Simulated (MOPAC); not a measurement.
**Frequency calculation of SnIClF2**

- system: SnIClF2, SMILES [F][Sn]([F])([Cl])[I]
- method: PM6-DH+, closed shell, dispersion DH+ (MOPAC 23.2.5)

The geometry was optimised with PM6-DH+.

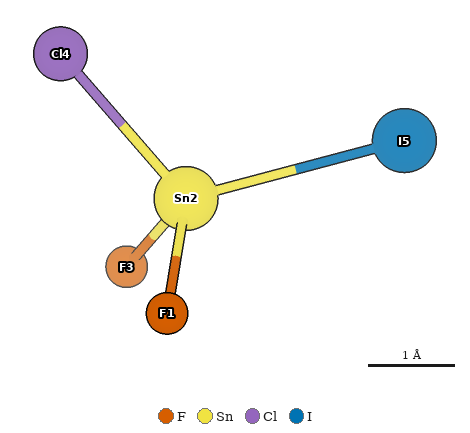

**Figure 1.** The structure as given in the input (ball-and-stick view, seen at a tilt; atoms are numbered from 1 in the order of the input). Sticks mark near contacts.

## Input file (job.mop)
```
CHARGE=0 FORCE THERMO(200,600,200) PM6-DH+ AUX(PRECISION=6) T=10M THREADS=1
ClF2ISn charge 0

F     -0.072152 1    -0.374876 1     1.960983 1
Sn     0.025022 1    -0.065425 1     0.025258 1
F      1.557046 1    -1.098202 1    -0.636869 1
Cl    -1.833363 1    -1.096844 1    -0.855505 1
I      0.319297 1     2.519073 1    -0.507552 1
```

Launched with:
```bash
mopac job.mop
```

## The program's output
```
MOPAC v23.2.5
PM6-DH+ CALCULATION RESULTS

 *  PM6-DH+    - CORRECT DISPERSION AND HYDROGEN BOND TERMS USING PM6-DH+
 *
 *
 *
 *                 CHARGE ON SYSTEM = 0
 *
 *
 *
 *  FORCE      - FORCE CALCULATION SPECIFIED
 *  THREADS=1  - MULTI-THREADING NOT USED
 *  AUX        - OUTPUT AUXILIARY INFORMATION
 *  THERMO     - THERMODYNAMIC QUANTITIES TO BE CALCULATED
CHARGE=0 FORCE THERMO(200,600,200) PM6-DH+ AUX(PRECISION=6) T=10M THREADS=1
 ClF2ISn charge 0

   ATOM   CHEMICAL          X               Y               Z
  NUMBER   SYMBOL      (ANGSTROMS)     (ANGSTROMS)     (ANGSTROMS)

     1       F         -0.07215200  *  -0.37487600  *   1.96098300  *
     2      Sn          0.02502200  *  -0.06542500  *   0.02525800  *
     3       F          1.55704600  *  -1.09820200  *  -0.63686900  *
     4      Cl         -1.83336300  *  -1.09684400  *  -0.85550500  *
     5       I          0.31929700  *   2.51907300  *  -0.50755200  *

          CARTESIAN COORDINATES

    NO.       ATOM           X           Y           Z

     1         F         -0.0722     -0.3749      1.9610
     2        Sn          0.0250     -0.0654      0.0253
     3         F          1.5570     -1.0982     -0.6369
     4        Cl         -1.8334     -1.0968     -0.8555
     5         I          0.3193      2.5191     -0.5076

 "Third-Generation Hydrogen-Bonding Corrections for Semiempirical QM Methods and Force Fields"

           Empirical Formula: F2 Sn Cl I  =     5 atoms

      MOLECULAR POINT GROUP   :   Cs

      RHF CALCULATION, NO. OF DOUBLY OCCUPIED LEVELS = 16

          *********************************************
          *                                           *
          *                 WARNING                   *
          *                                           *
          *********************************************

          Dispersion parameters missing for Tin

          *********************************************
          *                                           *
          *              END OF WARNING               *
          *                                           *
          *********************************************

          HEAT OF FORMATION =    -165.279202 KCALS/MOLE

          CARTESIAN COORDINATE DERIVATIVES

   NUMBER  ATOM         X            Y            Z

     1       F      0.004809    -0.004123    -0.018969
     2      Sn      0.004596    -0.007780     0.004618
     3       F      0.000654    -0.007324     0.014759
     4      Cl      0.004992     0.017492     0.008983
     5       I     -0.015036     0.001751    -0.009369

 DIPOLE           X         Y         Z       TOTAL
 POINT-CHG.     1.230    -1.657    -1.416     2.503
 HYBRID        -0.073     0.098     0.030     0.126
 SUM            1.157    -1.559    -1.386     2.385

          GRADIENT NORM =   0.03877

          MOLECULAR WEIGHT =  319.04

          ROTATIONAL CONSTANTS IN CM(-1)

          A =    0.06463252   B =    0.02048108   C =    0.01882857

           PRINCIPAL MOMENTS OF INERTIA IN UNITS OF 10**(-40)*GRAM-CM**2

          A =      433.1063   B =     1366.7617   C =     1486.7169

          ORIENTATION OF MOLECULE IN FORCE CALCULATION

    NO.       ATOM         X         Y         Z

     1          F      -2.3247    0.4879    0.6167
     2         Sn      -0.3620    0.4879    0.6167
     3          F       0.2041    2.3672    0.6167
     4         Cl       0.2521   -0.3349    2.6757
     5          I       0.5856   -0.7902   -1.5090

    FIRST DERIVATIVES WILL BE USED IN THE CALCULATION OF SECOND DERIVATIVES

          ESTIMATED TIME TO COMPLETE CALCULATION =        0.23 SECONDS

    FOR POINT-GROUP Cs   THERE ARE   2 UNIQUE SYMMETRY FUNCTIONS.

 STEP:   1 TIME =     0.01 SECS, INTEGRAL =      0.01 TIME LEFT:    599.99
 STEP:   2 TIME =     0.01 SECS, INTEGRAL =      0.02 TIME LEFT:    599.98
 STEP:   3 TIME =     0.00 SECS, INTEGRAL =      0.02 TIME LEFT:    599.98
 STEP:   4 TIME =     0.00 SECS, INTEGRAL =      0.02 TIME LEFT:    599.98
 STEP:   5 TIME =     0.01 SECS, INTEGRAL =      0.02 TIME LEFT:    599.98
 STEP:   6 TIME =     0.01 SECS, INTEGRAL =      0.03 TIME LEFT:    599.97
 STEP:   7                       INTEGRAL =      0.03 TIME LEFT:    599.97
 STEP:   8                       INTEGRAL =      0.03 TIME LEFT:    599.97
 STEP:   9                       INTEGRAL =      0.03 TIME LEFT:    599.97
 STEP:  10 TIME =     0.01 SECS, INTEGRAL =      0.04 TIME LEFT:    599.96
 STEP:  11 TIME =     0.01 SECS, INTEGRAL =      0.05 TIME LEFT:    599.95
 STEP:  12 TIME =     0.01 SECS, INTEGRAL =      0.05 TIME LEFT:    599.95
 STEP:  13 TIME =     0.01 SECS, INTEGRAL =      0.06 TIME LEFT:    599.94
 STEP:  14 TIME =     0.00 SECS, INTEGRAL =      0.06 TIME LEFT:    599.94
 STEP:  15 TIME =     0.01 SECS, INTEGRAL =      0.07 TIME LEFT:    599.93

(To convert to Hartree/Bohr^2, multiply by (10^(-21) x N x a0^2)/(4.184 x 627.51) =  0.0642)

           FORCE MATRIX IN MILLIDYNES/ANGSTROM

                  F  1      Sn  2       F  3      Cl  4       I  5
 ------------------------------------------------------------------
     F    1   3.653564
    Sn    2   3.547778   6.900508
     F    3   0.096582   3.548063   3.653564
    Cl    4   0.069393   2.058980   0.069088   2.181547
     I    5   0.097384   1.689363   0.097243   0.112834   1.880370

          HEAT OF FORMATION =    -165.279202 KCALS/MOLE

          ZERO POINT ENERGY       3.378 KCAL/MOL

           NORMAL COORDINATE ANALYSIS (Total motion = 1 Angstrom)

   Root No.       1         2         3         4         5         6         7         8

                 1 A'      1 A"      2 A"      2 A'      3 A'      4 A'      5 A'      6 A'

                  73.2      93.1     102.9     130.6     144.2     223.2     367.4     605.0

           1    0.0652    0.0314    0.1121   -0.0195    0.0394    0.1197   -0.0497    0.4514
           2   -0.1592   -0.1077   -0.2443   -0.0715    0.3854    0.0704   -0.0076   -0.0015
           3   -0.0455   -0.3827    0.0918    0.3578    0.0711    0.0569    0.0134   -0.0027
           4    0.0673    0.0354    0.1127   -0.0220    0.0387    0.1117   -0.0385   -0.0525
           5   -0.0905    0.0263    0.0839    0.0294   -0.0519   -0.1505    0.0513    0.0705
           6    0.0388   -0.0000   -0.0002   -0.0696    0.0160   -0.2039   -0.1992   -0.0000
           7    0.1334   -0.0933   -0.2020    0.0748   -0.3804   -0.1018    0.0220   -0.1286
           8   -0.1083    0.0616    0.1774   -0.0013    0.0731   -0.0943    0.0454   -0.4327
           9   -0.0456    0.3829   -0.0916    0.3576    0.0717    0.0571    0.0135   -0.0020
          10   -0.1985    0.0806   -0.1968   -0.0727   -0.0208   -0.0535    0.1702    0.0019
          11    0.2673    0.0599   -0.1465    0.0977    0.0282    0.0719   -0.2277   -0.0021
          12    0.2466   -0.0001    0.0003   -0.0373    0.0712   -0.1341    0.6048    0.0074
          13   -0.0373   -0.0464   -0.0370    0.0326    0.0207   -0.0922   -0.0074    0.0002
          14    0.0500   -0.0345   -0.0275   -0.0439   -0.0280    0.1243    0.0100   -0.0003
          15   -0.0915    0.0001    0.0000   -0.0316   -0.0563    0.2111    0.0133   -0.0013

   Root No.       9

                 3 A"

                 623.0

           1    0.4430
           2   -0.0012
           3   -0.0036
           4   -0.0907
           5   -0.0675
           6    0.0002
           7    0.1262
           8    0.4246
           9    0.0027
          10    0.0004
          11    0.0002
          12   -0.0000
          13   -0.0005
          14   -0.0003
          15   -0.0000

           MASS-WEIGHTED COORDINATE ANALYSIS (NORMAL COORDINATES)

   Root No.       1         2         3         4         5         6         7         8

                 1 A'      1 A"      2 A"      2 A'      3 A'      4 A'      5 A'      6 A'

                  73.2      93.1     102.9     130.6     144.2     223.2     367.4     605.0

           1    0.0876    0.0516    0.1748   -0.0324    0.0640    0.1179   -0.0471    0.6685
           2   -0.2138   -0.1768   -0.3810   -0.1188    0.6259    0.0693   -0.0072   -0.0023
           3   -0.0611   -0.6279    0.1431    0.5942    0.1155    0.0561    0.0127   -0.0040
           4    0.2260    0.1453    0.4394   -0.0914    0.1570    0.2750   -0.0911   -0.1942
           5   -0.3037    0.1080    0.3269    0.1222   -0.2108   -0.3707    0.1214    0.2610
           6    0.1303   -0.0002   -0.0007   -0.2887    0.0650   -0.5021   -0.4716   -0.0001
           7    0.1792   -0.1531   -0.3150    0.1242   -0.6179   -0.1003    0.0208   -0.1905
           8   -0.1455    0.1011    0.2766   -0.0021    0.1188   -0.0929    0.0430   -0.6409
           9   -0.0612    0.6282   -0.1428    0.5938    0.1164    0.0563    0.0128   -0.0029
          10   -0.3642    0.1806   -0.4193   -0.1650   -0.0460   -0.0720    0.2202    0.0038
          11    0.4904    0.1342   -0.3122    0.2217    0.0627    0.0967   -0.2946   -0.0043
          12    0.4524   -0.0003    0.0007   -0.0845    0.1580   -0.1804    0.7825    0.0150
          13   -0.1294   -0.1967   -0.1490    0.1401    0.0868   -0.2347   -0.0181    0.0008
          14    0.1735   -0.1461   -0.1107   -0.1886   -0.1174    0.3165    0.0245   -0.0012
          15   -0.3178    0.0002    0.0002   -0.1358   -0.2362    0.5374    0.0326   -0.0052

   Root No.       9

                 3 A"

                 623.0

           1    0.6446
           2   -0.0017
           3   -0.0052
           4   -0.3298
           5   -0.2454
           6    0.0006
           7    0.1836
           8    0.6179
           9    0.0040
          10    0.0007
          11    0.0004
          12   -0.0000
          13   -0.0019
          14   -0.0012
          15   -0.0001

          DESCRIPTION OF VIBRATIONS

 VIBRATION          1    1A'         ATOM PAIR     ENERGY CONTRIBUTION    RADIAL
 FREQUENCY            73.25         Sn2 -- Cl4         +32.3% (135.1%)      2.2%
 TRANSITION DIPOLE   0.9944         Sn2 -- I 5         +28.5% (127.0%)      0.0%
 TRAVEL (Ang.)       0.2275         F 1 -- Sn2         +19.6% (105.2%)     30.0%
 REDUCED MASS       17.7805         Sn2 -- F 3         +19.6% (105.2%)     29.8%
 EFFECTIVE MASS    112.2300
 FORCE CONSTANT      0.0562

 VIBRATION          2    1A"         ATOM PAIR     ENERGY CONTRIBUTION    RADIAL
 FREQUENCY            93.09         Sn2 -- F 3         +36.0% ( 82.6%)      1.8%
 TRANSITION DIPOLE   0.4037         F 1 -- Sn2         +36.0% ( 82.6%)      1.8%
 TRAVEL (Ang.)       0.3078         Sn2 -- I 5         +14.6% ( 52.7%)      0.0%
 REDUCED MASS        7.6454         Sn2 -- Cl4         +13.4% ( 50.4%)      0.0%
 EFFECTIVE MASS     36.5674
 FORCE CONSTANT      0.0390

 VIBRATION          3    2A"         ATOM PAIR     ENERGY CONTRIBUTION    RADIAL
 FREQUENCY           102.92         Sn2 -- Cl4         +32.2% (147.9%)      0.0%
 TRANSITION DIPOLE   2.1887         Sn2 -- I 5         +29.1% (140.6%)      0.0%
 TRAVEL (Ang.)       0.2095         Sn2 -- F 3         +19.3% (114.5%)     11.9%
 REDUCED MASS       14.9335         F 1 -- Sn2         +19.3% (114.5%)     11.8%
 EFFECTIVE MASS    127.9310
 FORCE CONSTANT      0.0932

 VIBRATION          4    2A'         ATOM PAIR     ENERGY CONTRIBUTION    RADIAL
 FREQUENCY           130.59         F 1 -- Sn2         +36.9% ( 76.7%)      0.4%
 TRANSITION DIPOLE   2.4849         Sn2 -- F 3         +36.9% ( 76.7%)      0.4%
 TRAVEL (Ang.)       0.2636         Sn2 -- I 5         +18.0% ( 53.7%)      6.9%
 REDUCED MASS        7.4334         Sn2 -- Cl4          +8.2% ( 36.1%)     28.5%
 EFFECTIVE MASS     39.5710
 FORCE CONSTANT      0.0747

 VIBRATION          5    3A'         ATOM PAIR     ENERGY CONTRIBUTION    RADIAL
 FREQUENCY           144.19         Sn2 -- F 3         +34.6% ( 65.6%)      1.2%
 TRANSITION DIPOLE   1.9963         F 1 -- Sn2         +34.6% ( 65.6%)      1.2%
 TRAVEL (Ang.)       0.2450         Sn2 -- I 5         +17.6% ( 46.8%)     28.1%
 REDUCED MASS        7.7914         Sn2 -- Cl4         +13.2% ( 40.6%)      3.8%
 EFFECTIVE MASS     37.0972
 FORCE CONSTANT      0.0954

 VIBRATION          6    4A'         ATOM PAIR     ENERGY CONTRIBUTION    RADIAL
 FREQUENCY           223.17         Sn2 -- I 5         +47.0% (105.4%)     99.8%
 TRANSITION DIPOLE   4.8279         Sn2 -- Cl4         +18.8% ( 66.7%)      0.2%
 TRAVEL (Ang.)       0.0771         Sn2 -- F 3         +17.1% ( 63.5%)      4.7%
 REDUCED MASS       50.7989         F 1 -- Sn2         +17.1% ( 63.5%)      4.7%
 EFFECTIVE MASS    121.6355
 FORCE CONSTANT      1.4907

 VIBRATION          7    5A'         ATOM PAIR     ENERGY CONTRIBUTION    RADIAL
 FREQUENCY           367.38         Sn2 -- Cl4         +80.2% ( 99.9%)     99.5%
 TRANSITION DIPOLE   4.8045         Sn2 -- I 5          +6.9% ( 29.4%)     40.7%
 TRAVEL (Ang.)       0.0825         Sn2 -- F 3          +6.4% ( 28.2%)      0.7%
 REDUCED MASS       26.9709         F 1 -- Sn2          +6.4% ( 28.2%)      0.8%
 EFFECTIVE MASS     52.1953
 FORCE CONSTANT      2.1447

 VIBRATION          8    6A'         ATOM PAIR     ENERGY CONTRIBUTION    RADIAL
 FREQUENCY           605.03         Sn2 -- F 3         +48.4% ( 71.0%)     91.4%
 TRANSITION DIPOLE   2.7188         F 1 -- Sn2         +48.4% ( 71.0%)     91.5%
 TRAVEL (Ang.)       0.1118         Sn2 -- Cl4          +1.6% ( 12.9%)     23.7%
 REDUCED MASS        8.9194         Sn2 -- I 5          +1.5% ( 12.7%)     37.4%
 EFFECTIVE MASS     25.7180
 FORCE CONSTANT      1.9237

 VIBRATION          9    3A"         ATOM PAIR     ENERGY CONTRIBUTION    RADIAL
 FREQUENCY           623.00         F 1 -- Sn2         +47.3% ( 72.0%)     94.1%
 TRANSITION DIPOLE   3.0750         Sn2 -- F 3         +47.3% ( 72.0%)     94.2%
 TRAVEL (Ang.)       0.1043         Sn2 -- Cl4          +2.7% ( 17.3%)      0.0%
 REDUCED MASS        9.9495         Sn2 -- I 5          +2.7% ( 17.3%)      0.0%
 EFFECTIVE MASS     29.9142
 FORCE CONSTANT      2.2752

      SYMMETRY NUMBER FOR POINT-GROUP Cs  =  1

          SYSTEM IS A GROUND STATE

 ClF2ISn charge 0

          MOLECULE IS NOT LINEAR

          THERE ARE  9 GENUINE VIBRATIONS IN THIS SYSTEM
          THIS THERMODYNAMICS CALCULATION IS LIMITED TO
          MOLECULES WHICH HAVE NO INTERNAL ROTATIONS

                    CALCULATED THERMODYNAMIC PROPERTIES
                                          *
   TEMP. (K)   PARTITION FUNCTION   H.O.F.    ENTHALPY  HEAT CAPACITY ENTROPY
                                   KCAL/MOL   CAL/MOLE    CAL/K/MOL  CAL/K/MOL

 298.00  VIB.     0.2050D+03                  2989.7294    15.0469    20.6104
         ROT.     0.1058D+07                   888.2803     2.9808    30.5476
         INT.     0.2169D+09                  3878.0097    18.0277    51.1580
         TRA.     0.5509D+28                  1480.4672     4.9680    43.1740
         TOT.                     -165.279    5358.4768    22.9957    94.3320

 200.00  VIB.     0.3356D+02                  1598.8971    13.1352    14.9762
         ROT.     0.5819D+06                   596.1613     2.9808    29.3589
         INT.     0.1953D+08                  2195.0583    16.1160    44.3351
         TRA.     0.3029D+28                   993.6021     4.9680    41.1929
         TOT.                     -167.449    3188.6605    21.0840    85.5280

 400.00  VIB.     0.1008D+04                  4583.6409    16.0968    25.2029
         ROT.     0.1646D+07                  1192.3226     2.9808    31.4251
         INT.     0.1660D+10                  5775.9634    19.0776    56.6279
         TRA.     0.8568D+28                  1987.2043     4.9680    44.6364
         TOT.                     -162.875    7763.1677    24.0456   101.2644

 600.00  VIB.     0.1253D+05                  7909.5474    17.0087    31.9332
         ROT.     0.3023D+07                  1788.4838     2.9808    32.6337
         INT.     0.3788D+11                  9698.0313    19.9895    64.5669
         TRA.     0.1574D+29                  2980.8064     4.9680    46.6508
         TOT.                     -157.959   12678.8376    24.9575   111.2177

   *: NOTE: HEATS OF FORMATION ARE RELATIVE TO THE
            ELEMENTS IN THEIR STANDARD STATE AT 298K
              (=  Standard Enthalpy of Formation).

            Hvib:  Zero-point energy is not included.
                   frequencies of less than zero cm-1 are not included.
            Hrot = (3/2)RT
            Htra = (3/2)RT + pV = (5/2)RT

            Heat capacity is Cp, not Cv

           FORCE CONSTANT IN CARTESIAN COORDINATES (Millidynes/A)

    ATOM   CHEMICAL       X               Y               Z
   NUMBER   SYMBOL  FORCE CONSTANT  FORCE CONSTANT  FORCE CONSTANT

      1       F        3.653020        0.123431        0.114082
      2      Sn        4.477278        4.196223        3.088801
      3       F        0.410873        3.365634        0.114025
      4      Cl        0.210403        0.323011        1.798279
      5       I        0.292633        0.480199        1.238007

 *                    *
 * JOB ENDED NORMALLY *
 *                    *

 TOTAL JOB TIME:             0.09 SECONDS

 == MOPAC DONE ==
```

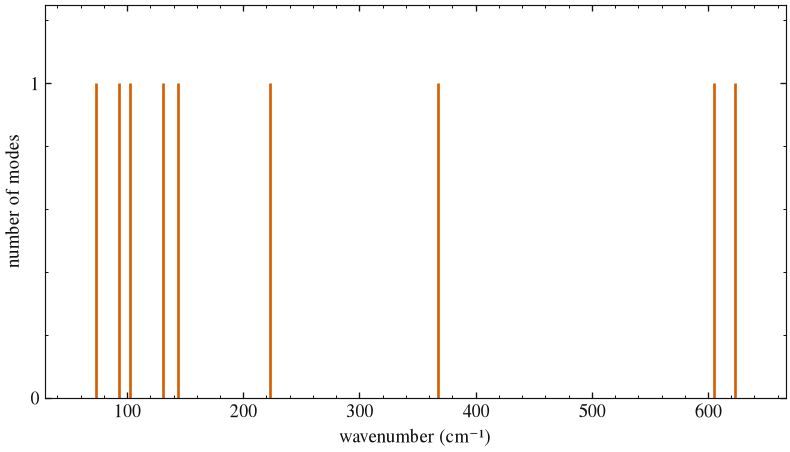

**Figure 2.** Harmonic vibrational wavenumbers from the force constants; neighbouring modes closer than 3 cm⁻¹ are counted in one stick. 9 modes from 73 to 623 cm⁻¹, none imaginary.

## Key numbers

| quantity | value |
| --- | --- |
| outcome | converged |
| heat of formation | −165.28 kcal/mol |
| basis functions | 30 |
| zero-point energy | 0.005382 hartree |
| wavenumbers, lowest and highest | 73 and 623 cm⁻¹ |
| hardware | 1 thread of Arm Neoverse V1, 24 GiB of memory available, shared host |
| peak memory | 0.074 GiB |

MOPAC's energies along a path are heats of formation.
